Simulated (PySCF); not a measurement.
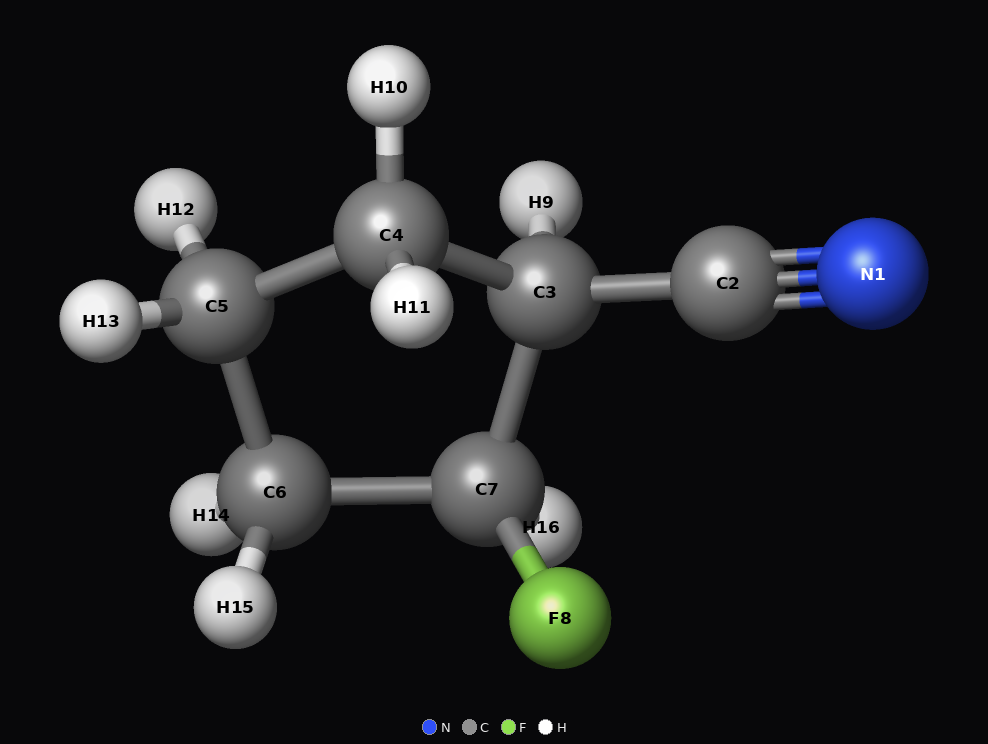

The geometry was computed by an optimisation with GFN2-xTB. No frequency run is at hand to confirm it as a minimum. Electric field gradients from the ground-state density, B3LYP/pcJ-1 (PySCF 2.14.0), non-relativistic apart from any core potentials.

Give the largest field-gradient component, the quadrupole coupling constant and the asymmetry for 14N at N1 (Q = 20.44 mb), 2H at H9 (Q = 2.86 mb), 2H at H10 (Q = 2.86 mb), 2H at H11 (Q = 2.86 mb), 2H at H12 (Q = 2.86 mb).

```json
{"atom": "N1", "V_zz (a.u.)": "−0.978", "e²qQ/h (MHz)": "−4.70", "η": "0.02"}
{"atom": "H9", "V_zz (a.u.)": "0.279", "e²qQ/h (MHz)": "0.187", "η": "0.04"}
{"atom": "H10", "V_zz (a.u.)": "0.298", "e²qQ/h (MHz)": "0.200", "η": "0.02"}
{"atom": "H11", "V_zz (a.u.)": "0.288", "e²qQ/h (MHz)": "0.194", "η": "0.02"}
{"atom": "H12", "V_zz (a.u.)": "0.293", "e²qQ/h (MHz)": "0.197", "η": "0.01"}
```
